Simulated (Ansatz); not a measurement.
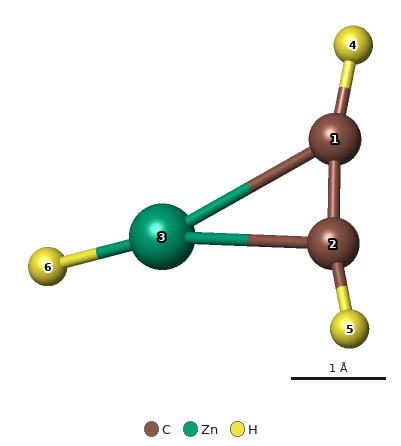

Figure 1. The starting structure (ball-and-stick view, seen at a tilt; atoms are numbered from 1 in the order of the input). Sticks mark near contacts.

**Run report: C2H3Zn (charge +1), geometry relaxation**

System: C2H3Zn, charge +1.
Method: RKS PBE-D4/def2-SVPD (Ansatz 0.2.0).

It belongs to a series of runs on one base structure; here: end point A relaxed. Figures and captions count atoms from 1; the log counts them from 0 in places.

### Output
```
The last accepted step is kept in [file] (removed where the run ends without a failure and the disk answers)
Engine: ansatz 0.2.0, x86_64-unknown-linux-gnu
Functional definition: PBE
  parameter kappa = 0.804
  parameter beta = 0.06672455060314922
  exchange = pbe_x(kappa = kappa, mu = beta*pi^2/3)
  correlation = pbe_c(beta = beta)
909 factors; their error is unknown
mean field evaluation 1: about -50437.8028 eV, gradient 1.6e2 eV
mean field evaluation 2: about -49944.2249 eV, gradient 3.0e2 eV
mean field evaluation 4: about -50485.8272 eV, gradient 9.2e1 eV
mean field evaluation 8: about -50514.0215 eV, gradient 2.9e0 eV
mean field evaluation 16: about -50513.9984 eV, gradient 2.5e-3 eV
mean field -50513.99838631 eV, -1856.3552010792 hartree, gradient 9.9e-6 eV, S^2 0.000000; 0 other end points of the search recorded, 0 dependent functions left out
the calculation of the forces begins
reference -50513.99844044 eV, -1856.3552030683 hartree; 22, 22 occupied and 76, 76 virtual orbitals, 909 factors
relax step   1: F+E_penalty+E_count = -50514.07119453 eV  Δ(F+E_penalty+E_count) = +0.000e0 eV  max|allowed force component| = 7.990e-1 eV/Å  Δτ_max = 0.0000 Å  (31 SCF iters, accepted)
these checks for a lower state are left out or cut short: starts, cluster_reference, orbital_swaps, neighbouring_geometries, increment
909 factors; their error is unknown
mean field -50514.06004090 eV, -1856.3574668435 hartree, gradient 8.7e-6 eV, S^2 0.000000; 0 other end points of the search recorded, 0 dependent functions left out
the calculation of the forces begins
reference -50514.06009440 eV, -1856.3574688094 hartree; 22, 22 occupied and 76, 76 virtual orbitals, 909 factors
relax step   2: F+E_penalty+E_count = -50514.13270445 eV  Δ(F+E_penalty+E_count) = -6.151e-2 eV  max|allowed force component| = 2.940e-1 eV/Å  Δτ_max = 0.0345 Å  (31 SCF iters, accepted)
these checks for a lower state are left out or cut short: starts, cluster_reference, orbital_swaps, neighbouring_geometries, increment
909 factors; their error is unknown
mean field evaluation 32: about -50514.0758 eV, gradient 4.0e-4 eV
mean field -50514.07575844 eV, -1856.3580444523 hartree, gradient 9.6e-6 eV, S^2 0.000000; 0 other end points of the search recorded, 0 dependent functions left out
the calculation of the forces begins
reference -50514.07581150 eV, -1856.3580464024 hartree; 22, 22 occupied and 76, 76 virtual orbitals, 909 factors
relax step   3: F+E_penalty+E_count = -50514.14840161 eV  Δ(F+E_penalty+E_count) = -1.570e-2 eV  max|allowed force component| = 1.448e-1 eV/Å  Δτ_max = 0.0294 Å  (30 SCF iters, accepted)
these checks for a lower state are left out or cut short: starts, cluster_reference, orbital_swaps, neighbouring_geometries, increment
909 factors; their error is unknown
mean field -50514.07015066 eV, -1856.3578383704 hartree, gradient 2.0e-5 eV, S^2 0.000000; 0 other end points of the search recorded, 0 dependent functions left out
the calculation of the forces begins
reference -50514.07020334 eV, -1856.3578403061 hartree; 22, 22 occupied and 76, 76 virtual orbitals, 909 factors
relax step   4: F+E_penalty+E_count = -50514.14284793 eV  Δ(F+E_penalty+E_count) = +5.554e-3 eV  max|allowed force component| = 2.872e-1 eV/Å  Δτ_max = 0.0556 Å  (30 SCF iters, rejected (line search))
these checks for a lower state are left out or cut short: starts, cluster_reference, orbital_swaps, neighbouring_geometries, increment
909 factors; their error is unknown
mean field -50514.08108616 eV, -1856.3582402425 hartree, gradient 1.2e-5 eV, S^2 0.000000; 0 other end points of the search recorded, 0 dependent functions left out
the calculation of the forces begins
reference -50514.08113903 eV, -1856.3582421853 hartree; 22, 22 occupied and 76, 76 virtual orbitals, 909 factors
relax step   5: F+E_penalty+E_count = -50514.15381643 eV  Δ(F+E_penalty+E_count) = -5.415e-3 eV  max|allowed force component| = 3.223e-2 eV/Å  Δτ_max = 0.0272 Å  (29 SCF iters, accepted)
these checks for a lower state are left out or cut short: starts, cluster_reference, orbital_swaps, neighbouring_geometries, increment
909 factors; their error is unknown
mean field -50514.08125603 eV, -1856.3582464852 hartree, gradient 9.7e-6 eV, S^2 0.000000; 0 other end points of the search recorded, 0 dependent functions left out
the calculation of the forces begins
reference -50514.08130890 eV, -1856.3582484280 hartree; 22, 22 occupied and 76, 76 virtual orbitals, 909 factors
relax step   6: F+E_penalty+E_count = -50514.15404076 eV  Δ(F+E_penalty+E_count) = -2.243e-4 eV  max|allowed force component| = 1.268e-2 eV/Å  Δτ_max = 0.0084 Å  (29 SCF iters, accepted)
909 factors; their error is unknown
mean field evaluation 64: about -50513.0346 eV, gradient 1.8e1 eV
```

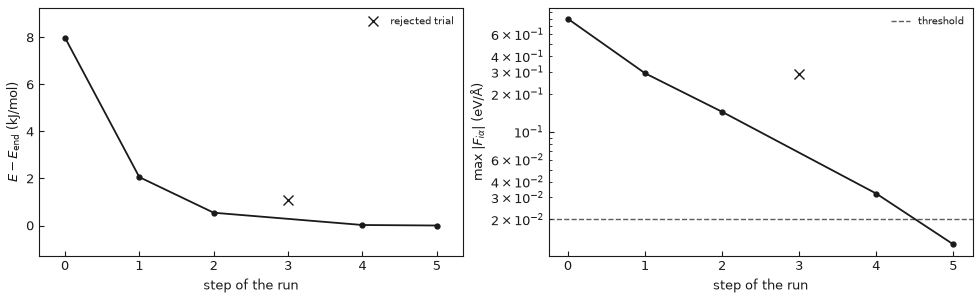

Figure 2. Progress of the relaxation, step by step (the first geometry is step 0 here and step 1 in the log).

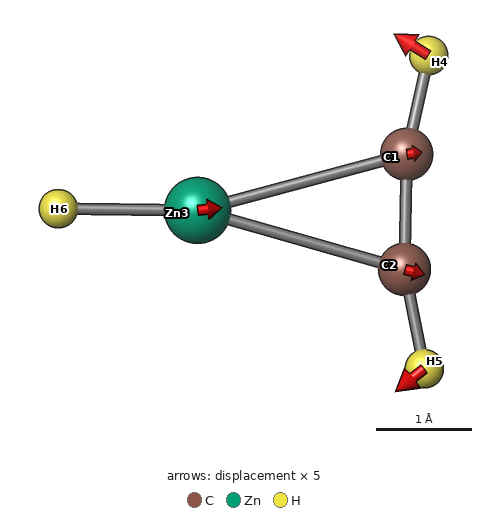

Figure 3. The starting structure with the displacements as red arrows, magnified 5 times (ball-and-stick view, seen at a tilt). The two geometries are laid on each other by the best rigid fit. H4 moves most after the best rigid fit: 0.089 Å. Largest moves by element: H 0.089 Å, Zn 0.054 Å, C 0.046 Å. Among the contacts that change: Zn3–H6 1.466 → 1.514 Å, C1–H4 1.070 → 1.093 Å, C1–Zn3 2.282 → 2.263 Å, C1–C2 1.215 → 1.232 Å. Among the angles that change: C1–C2–H5 167.7° → 174.1°, Zn3–C1–H4 117.7° → 111.7°, C2–C1–H4 168.6° → 174.2°. After 5 geometry steps the energy has fallen by 7.99 kJ/mol. The largest force component goes from 0.8 to 0.013 eV/Å. The line search rejected the trial step at point 3 (counted from 0) and went back. (Atoms are counted from 1 in the order of the input.)

```
mean field -50514.08125603 eV, -1856.3582464852 hartree, gradient 9.9e-6 eV, S^2 0.000000; 1 other end points of the search recorded, 0 dependent functions left out
the calculation of the forces begins
reference -50514.08130890 eV, -1856.3582484280 hartree; 22, 22 occupied and 76, 76 virtual orbitals, 909 factors
Total energy: -50514.15409363 eV, -1856.3609232174 hartree
Atom 0 at    -0.755563    -0.529618    -0.644066 Å, force     0.012678     0.006888    -0.005172 eV/Å
Atom 1 at     0.302457    -0.072365    -1.079845 Å, force    -0.011943    -0.005923     0.003511 eV/Å
Atom 2 at     0.297467     0.395085     1.132661 Å, force    -0.000202    -0.000018    -0.000136 eV/Å
Atom 3 at    -1.715800    -0.967809    -0.361158 Å, force    -0.003918    -0.002285     0.002652 eV/Å
Atom 4 at     1.208928     0.294963    -1.567285 Å, force     0.003680     0.001613    -0.000742 eV/Å
Atom 5 at     0.662522     0.879743     2.519703 Å, force    -0.000295    -0.000274    -0.000113 eV/Å
Dipole moment:    -0.142588    -0.188957    -0.540865 e Å
```

### Trajectory as extended XYZ (Å, eV, eV/Å), 6 frames, from step=1 to step=6
```
6
Properties=species:S:1:pos:R:3:forces:R:3 step=1 energy=-50514.07119
C    -0.7434   -0.5150   -0.6151   -0.6636  -0.3080   0.1933
C     0.3035   -0.0627   -1.0347    0.6478   0.2702  -0.3260
Zn    0.3146    0.4180    1.1785   -0.2026  -0.2667  -0.7447
H    -1.6938   -0.9765   -0.4464   -0.7633  -0.3046   0.4153
H     1.1509    0.2553   -1.6063    0.7990   0.3666  -0.2293
H     0.6682    0.8809    2.5240    0.1828   0.2425   0.6915
6
Properties=species:S:1:pos:R:3:forces:R:3 step=2 energy=-50514.13270
C    -0.7525   -0.5211   -0.6217    0.1534   0.0217  -0.2035
C     0.3106   -0.0666   -1.0470   -0.2218  -0.1019  -0.0695
Zn    0.3100    0.4098    1.1631   -0.0821  -0.1091  -0.2940
H    -1.7174   -0.9817   -0.4218   -0.1607  -0.0323   0.2332
H     1.1795    0.2740   -1.6062    0.2412   0.1273   0.0696
H     0.6698    0.8856    2.5336    0.0700   0.0943   0.2642
6
Properties=species:S:1:pos:R:3:forces:R:3 step=3 energy=-50514.14840
C    -0.7567   -0.5242   -0.6347    0.0364  -0.0303  -0.1155
C     0.3080   -0.0698   -1.0616   -0.0933  -0.0428  -0.0975
Zn    0.3043    0.4013    1.1457    0.0055   0.0100   0.0332
H    -1.7239   -0.9802   -0.3932    0.1056   0.0791   0.0750
H     1.1990    0.2862   -1.5920   -0.0439  -0.0021   0.1448
H     0.6694    0.8868    2.5360   -0.0102  -0.0139  -0.0400
6
Properties=species:S:1:pos:R:3:forces:R:3 step=4 energy=-50514.14285 accepted=F
C    -0.7602   -0.5380   -0.6705   -0.1081   0.0017   0.2522
C     0.2937   -0.0804   -1.1011    0.2094   0.1269   0.1109
Zn    0.2971    0.3955    1.1352   -0.0136  -0.0204  -0.0645
H    -1.7047   -0.9588   -0.3457   -0.2872  -0.1527  -0.0105
H     1.2076    0.2987   -1.5442    0.2207   0.0713  -0.2150
H     0.6665    0.8832    2.5263   -0.0213  -0.0267  -0.0731
6
Properties=species:S:1:pos:R:3:forces:R:3 step=5 energy=-50514.15382
C    -0.7579   -0.5299   -0.6468   -0.0107  -0.0101   0.0125
C     0.3027   -0.0723   -1.0762    0.0112   0.0077  -0.0170
Zn    0.3004    0.3974    1.1366   -0.0083  -0.0088  -0.0235
H    -1.7189   -0.9716   -0.3679    0.0322   0.0202   0.0018
H     1.2078    0.2940   -1.5694   -0.0235  -0.0077   0.0288
H     0.6659    0.8824    2.5237   -0.0009  -0.0013  -0.0026
6
Properties=species:S:1:pos:R:3:forces:R:3 step=6 energy=-50514.15404
C    -0.7556   -0.5296   -0.6441    0.0127   0.0069  -0.0052
C     0.3025   -0.0724   -1.0798   -0.0119  -0.0059   0.0035
Zn    0.2975    0.3951    1.1327   -0.0002   0.0000  -0.0001
H    -1.7158   -0.9678   -0.3612   -0.0039  -0.0023   0.0027
H     1.2089    0.2950   -1.5673    0.0037   0.0016  -0.0007
H     0.6625    0.8797    2.5197   -0.0003  -0.0003  -0.0001
```

The run was set up as follows.

### Input file
```yaml
crystal:
  periodic: [false, false, false]
  atoms:
    - { symbol: C, position_ang: [-0.74339, -0.51504, -0.61507] }
    - { symbol: C, position_ang: [0.30355, -0.06266, -1.03472] }
    - { symbol: Zn, position_ang: [0.31456, 0.41799, 1.17852] }
    - { symbol: H, position_ang: [-1.69381, -0.97653, -0.44641] }
    - { symbol: H, position_ang: [1.15086, 0.25534, -1.6063] }
    - { symbol: H, position_ang: [0.66824, 0.8809, 2.52399] }
total_charge: 1
basis:
  gaussian: { orbitals: def2-SVPD }
hamiltonian:
  xc: pbe
  dispersion: d4
relax:
  f_tol: 0.02
  max_steps: 50
```

Launched with:
```bash
ansatz run input.yaml --threads 2 --pin off --max-ram 3072MiB --backend cpu --events-out ev --progress --plain --runs-dir out
```

### Key numbers

```csv
quantity,value
outcome,converged
total energy,−50514.1541 eV
mean-field energy,−50514.0813 eV
largest force (length of the vector) at the end,0.015 eV/Å
hardware,"2 threads of AMD EPYC (Zen 3), 16 GiB of memory available, shared host"
wall time,7.1 s (CPU time 14 s)
peak memory,0.14 GiB
```
